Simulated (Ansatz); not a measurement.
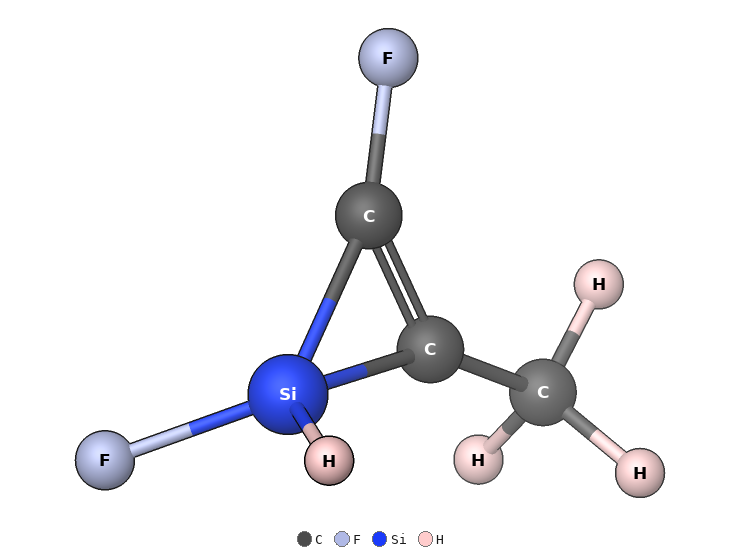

Atoms fade into the background with distance from the viewer. The computed structure is the end point of a PBE-D4/def2-SVP optimisation. No frequency run is at hand to confirm it as a minimum.

**Which symmetry elements does this geometry have?**

It has no symmetry element but the identity, so the point group is C1. The group has 1 operation. The geometry is chiral, and symmetry allows a dipole moment.
